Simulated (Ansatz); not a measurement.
# SnH2S2: shape, modes and thermochemistry

What shape does SnH2S2 take? The plan is to relax it, check the end point by its vibrations and derive ideal-gas thermochemistry.

Method: RKS PBE0-D4/def2-TZVP; program: Ansatz 0.2.0, Gaussian basis.

The runs, in order: relaxation at PBE-D4/def2-SVP; relaxation at PBE0-D4/def2-TZVP; harmonic vibrations at the same level.

1 further run of the same task is left out (set aside as unsound or not needed).

## (1) Starting geometry

SMILES `[SH][Sn][SH]`, 5 atoms, charge 0, spin multiplicity 1.

Atoms are counted from 1 here; the program's logs count them from 0.

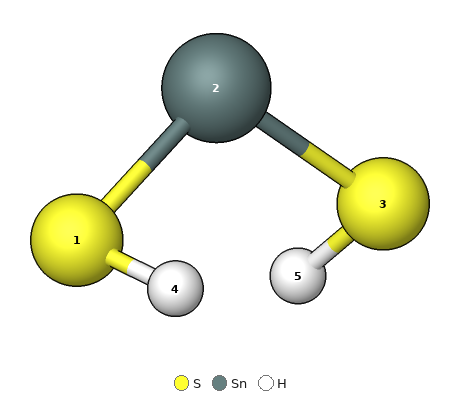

Start geometry, drawn with sulfur yellow, tin teal, hydrogen white; atoms are numbered from 1 in the order of the file.

As a file:

```mol
H2S2Sn
  3D, bonds by distance, orders not assigned

  5  4  0  0  0  0  0  0  0  0999 V2000
   -1.7052   -0.2666   -0.8782 S   0  0
   -0.1717    1.3628    0.0032 Sn  0  0
    1.7093    0.1787    0.8691 S   0  0
   -1.7675   -0.8906    0.3356 H   0  0
    1.9849   -0.4578   -0.3710 H   0  0
  1  2  8  0
  2  3  8  0
  1  4  8  0
  3  5  8  0
M  END
```

The start is a force-field geometry with small random shifts, so a cheaper pass at PBE-D4/def2-SVP comes first. Sn takes the def2 core potential; no spin-orbit term is included.

## (2) Optimising with PBE-D4/def2-SVP (cheap first pass)

File in.yaml:

```yaml
crystal:
  periodic: [false, false, false]
  atoms:
    - {symbol: S, position_ang: [-1.705200, -0.266600, -0.878200]}
    - {symbol: Sn, position_ang: [-0.171700, 1.362800, 0.003200]}
    - {symbol: S, position_ang: [1.709300, 0.178700, 0.869100]}
    - {symbol: H, position_ang: [-1.767500, -0.890600, 0.335600]}
    - {symbol: H, position_ang: [1.984900, -0.457800, -0.371000]}
basis:
  gaussian: {orbitals: def2-SVP}
hamiltonian: {xc: pbe, dispersion: d4}
relax: {f_tol: 0.03, max_steps: 200}
```

Launch:

```bash
$ ansatz run in.yaml --threads 4 --pin off --events-out ev --progress --plain --max-ram 10444MiB
```

The log of the run (excerpt; [...] marks lines left out):

```text
Functional definition: PBE
  name "PBE"
  cite "Perdew, Burke & Ernzerhof, Phys. Rev. Lett. 77, 3865 (1996) doi:10.1103/PhysRevLett.77.3865"
  parent pbe
[...]
817 factors; their error is unknown
[...]
mean field -27519.85381347 eV, -1011.3359740181 hartree, gradient 1.0e-5 eV, S^2 0.000000; 0 other end points of the search recorded, 0 dependent functions left out
[...]
reference -27519.85384218 eV, -1011.3359750730 hartree; 28, 28 occupied and 44, 44 virtual orbitals, 817 factors
relax step   1: F+E_penalty+E_count = -27520.01017604 eV  Δ(F+E_penalty+E_count) = +0.000e0 eV  max|allowed force component| = 2.064e0 eV/Å  Δτ_max = 0.0000 Å  (26 SCF iters, accepted)
[...]
relax step   3: F+E_penalty+E_count = -27520.41988195 eV  Δ(F+E_penalty+E_count) = -1.122e-1 eV  max|allowed force component| = 5.765e-1 eV/Å  Δτ_max = 0.1988 Å  (30 SCF iters, accepted)
[...]
relax step   5: F+E_penalty+E_count = -27520.56672150 eV  Δ(F+E_penalty+E_count) = -6.084e-2 eV  max|allowed force component| = 5.179e-1 eV/Å  Δτ_max = 0.1950 Å  (27 SCF iters, accepted)
[...]
relax step   7: F+E_penalty+E_count = -27520.62082564 eV  Δ(F+E_penalty+E_count) = -2.090e-2 eV  max|allowed force component| = 2.012e-1 eV/Å  Δτ_max = 0.0672 Å  (25 SCF iters, accepted)
[...]
relax step   9: F+E_penalty+E_count = -27520.64424697 eV  Δ(F+E_penalty+E_count) = -7.676e-3 eV  max|allowed force component| = 1.270e-1 eV/Å  Δτ_max = 0.1517 Å  (30 SCF iters, accepted)
[...]
relax step  10: F+E_penalty+E_count = -27520.63976856 eV  Δ(F+E_penalty+E_count) = +4.478e-3 eV  max|allowed force component| = 6.428e-2 eV/Å  Δτ_max = 0.0705 Å  (28 SCF iters, rejected (line search))
[...]
relax step  11: F+E_penalty+E_count = -27520.64550315 eV  Δ(F+E_penalty+E_count) = -1.256e-3 eV  max|allowed force component| = 4.908e-3 eV/Å  Δτ_max = 0.0169 Å  (25 SCF iters, accepted)
817 factors; their error is unknown
mean field -27520.48587912 eV, -1011.3592020024 hartree, gradient 4.4e-5 eV, S^2 0.000000; 1 other end points of the search recorded, 0 dependent functions left out
[...]
reference -27520.48590723 eV, -1011.3592030352 hartree; 28, 28 occupied and 44, 44 virtual orbitals, 817 factors
Total energy: -27520.64553125 eV, -1011.3650691099 hartree
Atom 0 at    -1.828515    -0.110777    -0.518420 Å, force     0.004908    -0.002082     0.000609 eV/Å
Atom 1 at    -0.210075     1.712470    -0.003367 Å, force    -0.000220    -0.002308     0.000230 eV/Å
Atom 2 at     1.813559     0.349778     0.503227 Å, force    -0.002563    -0.003474    -0.001087 eV/Å
Atom 3 at    -0.971220    -1.152216    -0.325333 Å, force    -0.003893     0.003007    -0.000358 eV/Å
Atom 4 at     1.246050    -0.872755     0.302593 Å, force     0.001768     0.004858     0.000605 eV/Å
Dipole moment:    -0.009261     0.073199    -0.000075 e Å
```

It took 4.6 s on 4 threads of Intel Xeon 6975P-C, shared host.

Along the way: (the energy doesn't fall at every step)

```csv
step,energy from step 1 (eV),largest force component (eV/Å)
1,0.0000,2.0638
2,-0.2975,0.6179
3,-0.4097,0.5765
4,-0.4957,0.6096
5,-0.5565,0.5179
6,-0.5898,0.4813
7,-0.6106,0.2012
8,-0.6264,0.3223
9,-0.6341,0.1270
10,-0.6296,0.0643
11,-0.6353,0.0049
```

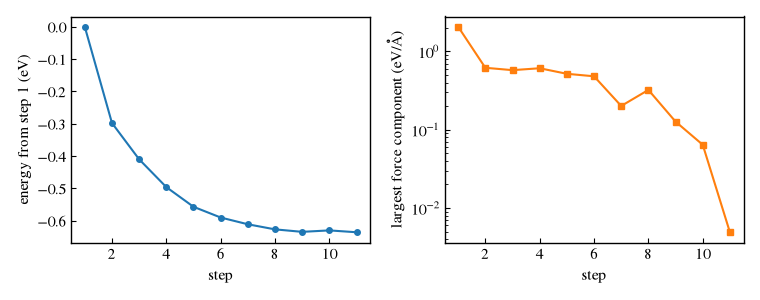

Energy and force, step by step.

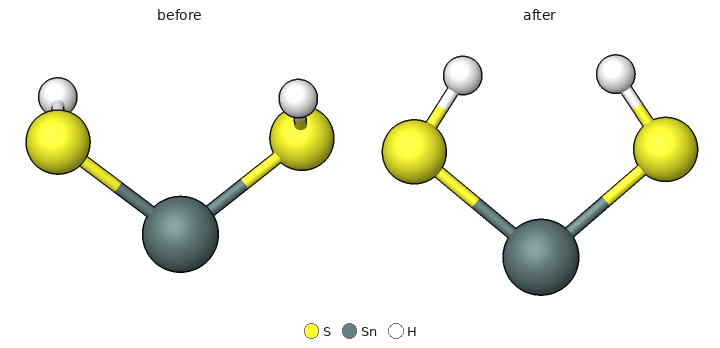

Before and after, at one scale.

Distances of close pairs at the start and the end, largest changes first:

| bond | before (Å) | after (Å) | change (Å) |
| --- | --- | --- | --- |
| Sn2–S3 | 2.385 | 2.492 | +0.106 |
| S1–Sn2 | 2.405 | 2.492 | +0.087 |
| S3–H5 | 1.421 | 1.363 | -0.058 |
| S1–H4 | 1.366 | 1.363 | -0.004 |

## (3) Optimising with PBE0-D4/def2-TZVP

File in.yaml:

```yaml
crystal:
  periodic: [false, false, false]
  atoms:
    - {symbol: S, position_ang: [-1.828515, -0.110777, -0.518420]}
    - {symbol: Sn, position_ang: [-0.210075, 1.712470, -0.003367]}
    - {symbol: S, position_ang: [1.813559, 0.349778, 0.503227]}
    - {symbol: H, position_ang: [-0.971220, -1.152216, -0.325333]}
    - {symbol: H, position_ang: [1.246050, -0.872755, 0.302593]}
basis:
  gaussian: {orbitals: def2-TZVP}
hamiltonian: {xc: pbe0, dispersion: d4}
relax: {f_tol: 0.005, max_steps: 150}
```

Launched as before.

The log of the run (excerpt; [...] marks lines left out):

```text
Functional definition: PBE0
  name "PBE0"
  cite "Adamo & Barone, J. Chem. Phys. 110, 6158 (1999) doi:10.1063/1.478522"
  cite "Perdew, Burke & Ernzerhof, Phys. Rev. Lett. 77, 3865 (1996) doi:10.1103/PhysRevLett.77.3865"
  parent pbe
[...]
1091 factors; their error is unknown
[...]
mean field -27530.13929886 eV, -1011.7139586344 hartree, gradient 9.3e-6 eV, S^2 0.000000; 0 other end points of the search recorded, 0 dependent functions left out
[...]
reference -27530.13932522 eV, -1011.7139596034 hartree; 28, 28 occupied and 108, 108 virtual orbitals, 1091 factors
relax step   1: F+E_penalty+E_count = -27530.27597168 eV  Δ(F+E_penalty+E_count) = +0.000e0 eV  max|allowed force component| = 6.672e-1 eV/Å  Δτ_max = 0.0000 Å  (27 SCF iters, accepted)
[...]
1091 factors; their error is unknown
[...]
mean field -27530.17694041 eV, -1011.7153419359 hartree, gradient 1.9e-5 eV, S^2 0.000000; 1 other end points of the search recorded, 0 dependent functions left out
[...]
reference -27530.17696647 eV, -1011.7153428938 hartree; 28, 28 occupied and 108, 108 virtual orbitals, 1091 factors
Total energy: -27530.31513188 eV, -1011.7204203786 hartree
Atom 0 at    -1.794160    -0.100301    -0.509668 Å, force     0.001136     0.000935     0.000237 eV/Å
Atom 1 at    -0.205756     1.679346    -0.003157 Å, force     0.000350    -0.002445     0.000024 eV/Å
Atom 2 at     1.778288     0.351506     0.494014 Å, force    -0.001251     0.000649    -0.000257 eV/Å
Atom 3 at    -0.967938    -1.141551    -0.322531 Å, force    -0.002942    -0.000005    -0.000659 eV/Å
Atom 4 at     1.239364    -0.862499     0.300041 Å, force     0.002707     0.000866     0.000655 eV/Å
Dipole moment:    -0.017558     0.137799     0.000398 e Å
```

It took 6.5 s on 4 threads of Intel Xeon 6975P-C, shared host; peak memory 0.33 GiB.

Relaxation path:

```
step  energy from step 1 (eV)  largest force component (eV/Å)
   1                   0.0000                          0.6672
   2                  -0.0257                          0.5022
   3                  -0.0327                          0.1356
   4                  -0.0385                          0.1036
   5                  -0.0386                          0.0716
   6                  -0.0391                          0.0029
```

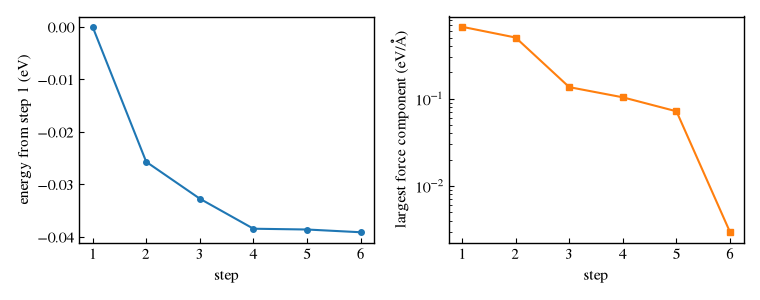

Energy and force, step by step.

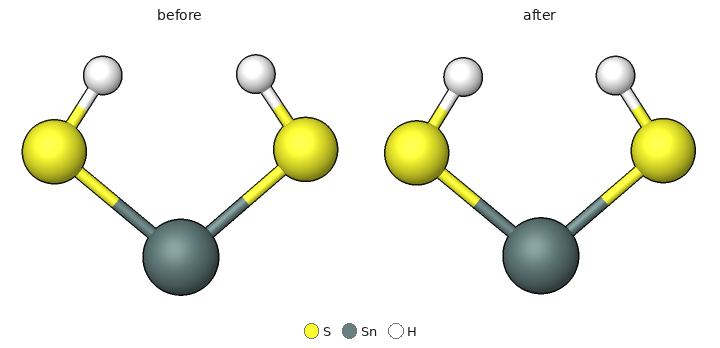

The geometry before (left) and after (right).

Close pairs (by a distance rule), those that changed most:

```
  bond  before (Å)  after (Å)  change (Å)
S1–Sn2       2.492      2.439      -0.053
Sn2–S3       2.492      2.439      -0.053
 S3–H5       1.363      1.342      -0.020
 S1–H4       1.363      1.342      -0.020
```

Mulliken charges at the end point, from the run's report:

| atom | value (e) |
| --- | --- |
| S1 | -0.43 |
| Sn2 | 0.55 |
| S3 | -0.43 |
| H4 | 0.16 |
| H5 | 0.16 |

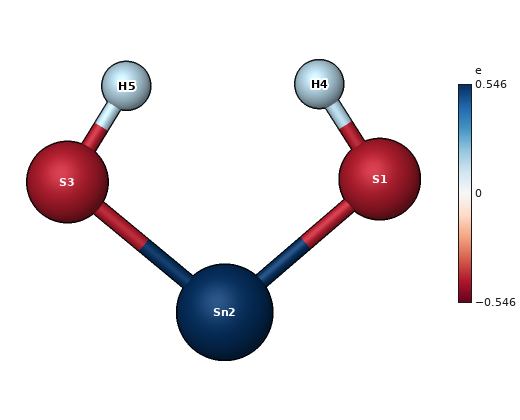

Mulliken charges at the end point, from the run's report, as colours on the atoms.

## (4) Vibrations by finite differences

File in.yaml:

```yaml
crystal:
  periodic: [false, false, false]
  atoms:
    - {symbol: S, position_ang: [-1.794160, -0.100301, -0.509668]}
    - {symbol: Sn, position_ang: [-0.205756, 1.679346, -0.003157]}
    - {symbol: S, position_ang: [1.778288, 0.351506, 0.494014]}
    - {symbol: H, position_ang: [-0.967938, -1.141551, -0.322531]}
    - {symbol: H, position_ang: [1.239364, -0.862499, 0.300041]}
basis:
  gaussian: {orbitals: def2-TZVP}
hamiltonian: {xc: pbe0, dispersion: d4}
phonons: {temperatures: {t_min: 298.15, t_max: 900, t_step: 200}}
```

The command is unchanged.

The log of the run (excerpt; [...] marks lines left out):

```text
Functional definition: PBE0
  name "PBE0"
  cite "Adamo & Barone, J. Chem. Phys. 110, 6158 (1999) doi:10.1063/1.478522"
  cite "Perdew, Burke & Ernzerhof, Phys. Rev. Lett. 77, 3865 (1996) doi:10.1103/PhysRevLett.77.3865"
  parent pbe
[...]
1091 factors; their error is unknown
[...]
mean field -27530.17694041 eV, -1011.7153419359 hartree, gradient 1.9e-5 eV, S^2 0.000000; 0 other end points of the search recorded, 0 dependent functions left out
[...]
reference -27530.17696648 eV, -1011.7153428938 hartree; 28, 28 occupied and 108, 108 virtual orbitals, 1091 factors
[...]
1091 factors; their error is unknown
[...]
mean field -27530.17685462 eV, -1011.7153387831 hartree, gradient 1.2e-6 eV, S^2 0.000000; 0 other end points of the search recorded, 0 dependent functions left out
[...]
1091 factors; their error is unknown
mean field -27530.17693311 eV, -1011.7153416678 hartree, gradient 1.3e-6 eV, S^2 0.000000; 0 other end points of the search recorded, 0 dependent functions left out
[...]
reference -27530.17695918 eV, -1011.7153426257 hartree; 28, 28 occupied and 108, 108 virtual orbitals, 1091 factors
Total energy: -27530.31513188 eV, -1011.7204203787 hartree
Atom 0 at    -1.794160    -0.100301    -0.509668 Å, force     0.001131     0.000940     0.000235 eV/Å
Atom 1 at    -0.205756     1.679346    -0.003157 Å, force     0.000352    -0.002446     0.000025 eV/Å
Atom 2 at     1.778288     0.351506     0.494014 Å, force    -0.001242     0.000672    -0.000254 eV/Å
Atom 3 at    -0.967938    -1.141551    -0.322531 Å, force    -0.002937    -0.000010    -0.000657 eV/Å
Atom 4 at     1.239364    -0.862499     0.300041 Å, force     0.002697     0.000844     0.000651 eV/Å
Dipole moment:    -0.017559     0.137799     0.000398 e Å
Vibrations: 137.32 177.21 287.51 329.96 332.19 542.34 626.99 2716.75 2719.03 cm⁻¹, zero-point energy 0.487835 eV
```

Wall time 24 s (4 threads of Intel Xeon 6975P-C, shared host); peak memory 0.34 GiB.

Motions are named by where the mode's potential energy lies. Wavenumbers, unscaled:

```
mode  cm⁻¹        motion
   1   137          bend
   2   177       torsion
   3   288       torsion
   4   330  Sn–S stretch
   5   332  Sn–S stretch
   6   542          bend
   7   627          bend
   8  2717   S–H stretch
   9  2719   S–H stretch
```

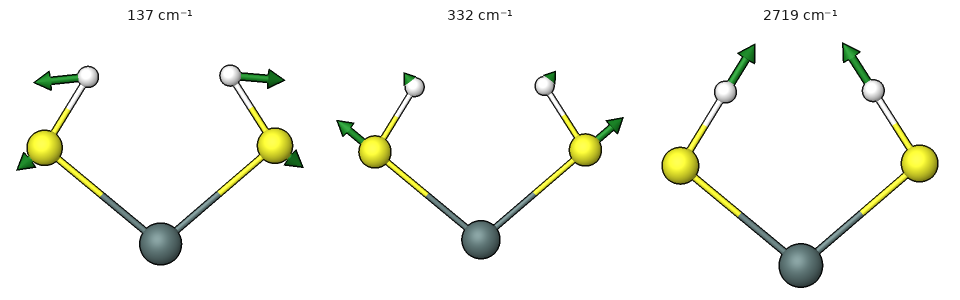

Displacements of 3 modes, as arrows.

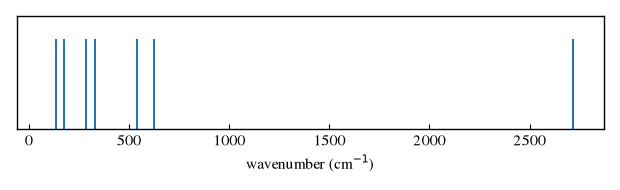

The harmonic wavenumbers as sticks (no intensities were computed).

Ideal gas, rigid rotor and harmonic oscillator at 298.15 K and 1 bar, with symmetry number 2:

```
                term            value
   zero-point energy      47.1 kJ/mol
          H(298) − E      64.3 kJ/mol
entropy, translation  174.0 J/(mol K)
   entropy, rotation  109.1 J/(mol K)
  entropy, vibration   42.5 J/(mol K)
      entropy, total  325.6 J/(mol K)
```

## (5) Outcome

```
                  quantity            value
               point group              C2v
                     steps           11 + 6
shift from the start (rms)          0.738 Å
              total energy   -27530.3151 eV
           dispersion term         -138 meV
             dipole moment           0.67 D
lowest, highest wavenumber   137, 2719 cm⁻¹
         zero-point energy      47.1 kJ/mol
       entropy at 298.15 K  325.6 J/(mol K)
```

In words: The atoms moved 0.74 Å (rms) from the start; the bond that changed most is S3–H5, from 1.421 to 1.342 Å. All wavenumbers are real, so the end point is a minimum. The stiffest mode, 2719 cm⁻¹, is an S–H stretch, and 2 modes under 200 cm⁻¹ make the vibrational entropy uncertain. Harmonic hybrid wavenumbers usually lie a few per cent above measured fundamentals. The largest Mulliken charge, +0.55 e, sits on Sn2.
